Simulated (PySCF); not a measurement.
## Electronic structure of C$_{6}$H$_{8}$BCl (SMILES ClB[C@H]1CCC12C=C2) in real space

The calculation's input:

```
{"job": {"kind": "uv", "xc": "PBE0", "basis": "def2-SVPD", "nstates": 8, "ntriplets": 3}, "charge": 0, "multiplicity": 1}
Cl    -2.801289     1.384135    -0.200540
B     -1.131837     1.702004    -0.186746
C     -0.156109     0.596300    -0.724609
C      1.369213     0.751523    -0.517622
C      1.410970    -0.511184     0.360582
C     -0.089604    -0.674496     0.166127
C     -1.109140    -1.201381     1.115403
C     -0.897006    -1.917980     0.044393
H     -0.769123     2.713936     0.284665
H     -0.401449     0.305801    -1.750786
H      1.951214     0.678240    -1.433334
H      1.649687     1.662755     0.005721
H      2.008102    -1.328611    -0.043422
H      1.713874    -0.335066     1.392320
H     -1.629864    -1.050259     2.029101
H     -1.125238    -2.766772    -0.552664
```

Command:

```sh
OMP_NUM_THREADS=1 python probes_run.py task.json out
```

Geometry: GFN2-xTB.

All numbers below come from PBE0/def2-SVPD, SCF density, gas phase in PySCF 2.14.0.

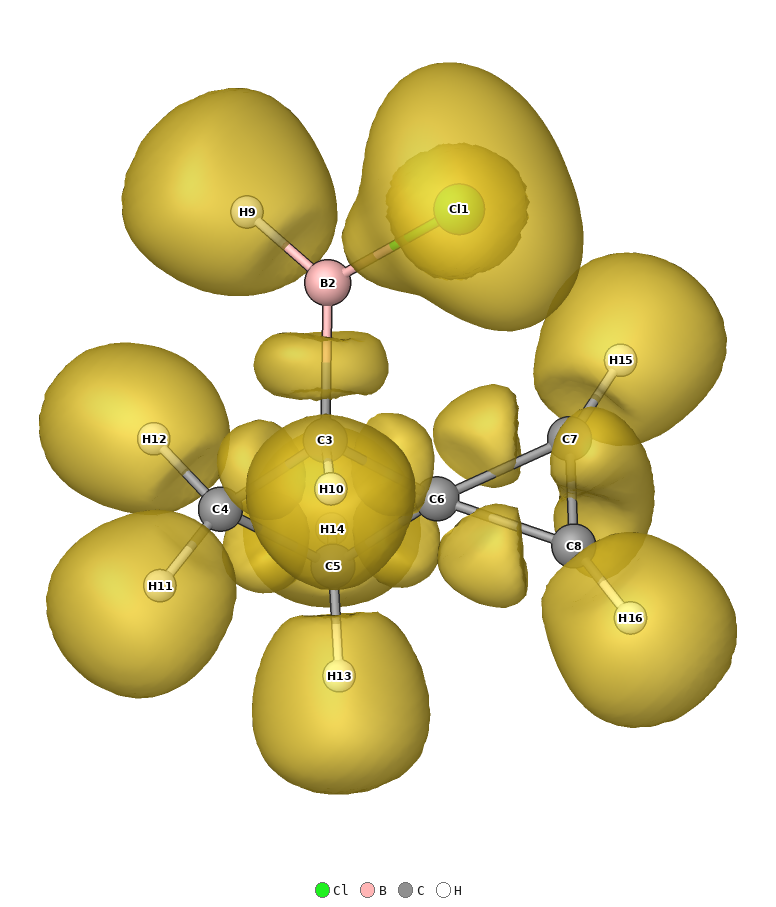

Figure 1. Isosurface of the ELF at 0.75 (yellow), seen at a tilt. Core shells and regions of very low density are left out.

> What do the ELF domains correspond to?

At this value the surface marks out one region between bonded B–C atoms (shared pairs), seven regions between bonded C–C atoms (shared pairs), eight regions around hydrogen nuclei and one region on Cl in which the atom's valence shell and bonds are merged.


C–C (1.31 Å): the ELF peaks at about 0.85 between the atoms (a multiple bond). C–B (1.57 Å): the ELF peaks at about 1 between the atoms, as expected for a covalent bond.

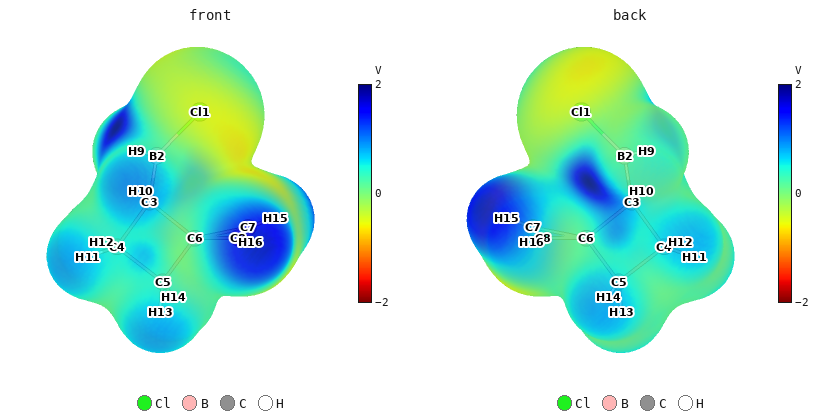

Figure 2. The electrostatic potential painted on the density surface at 0.004 e/bohr³, seen from the front and from behind; red is negative and blue positive.

> Which sites attract a positive test charge, and which a negative one?

A positive charge is drawn to the negative regions and a negative charge to the positive ones. The most negative region (about −0.6 V) lies over Cl1, C7 and C8, the most positive (about +1.8 V) over B2, H15 and H16. Cl1 shows a σ-hole: about +0.3 V at the tip opposite its bond, against about −0.4 V on its flanks.

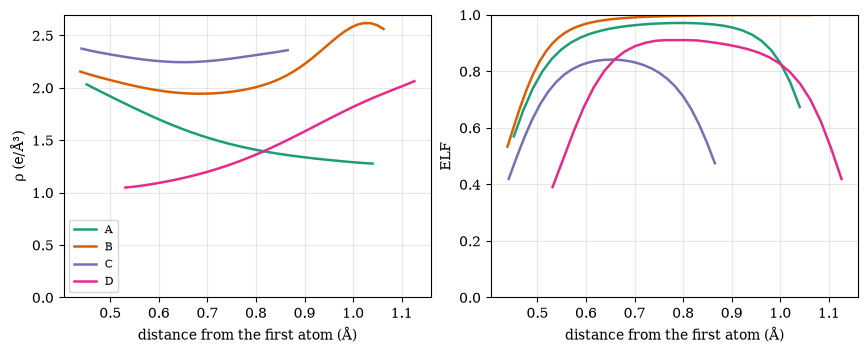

Figure 3. Total electron density and electron localisation function along straight lines between neighbouring atoms. The curves leave out the atomic cores.

> Which curve belongs to which contact (B–Cl, C–B, C–C and C–H)? The first atom named is at distance zero.

Curve A: C–B (1.57 Å): ρ is about 1.4 e/Å³ halfway; the ELF peaks at about 1 between the atoms, as expected for a covalent bond. Curve B: C–H (1.06 Å): ρ is about 2 e/Å³ halfway; the ELF climbs to about 1 towards the hydrogen, as it does in any bond to H: an ordinary covalent bond to hydrogen. Curve C: C–C (1.31 Å): ρ at the midpoint is about 2.2 e/Å³; the ELF peaks at about 0.85 between the atoms; a multiple bond. Curve D: B–Cl (1.70 Å): ρ at the midpoint is about 1.5 e/Å³; the ELF peaks at about 0.90 between the atoms, as expected for a short, strongly polar bond.
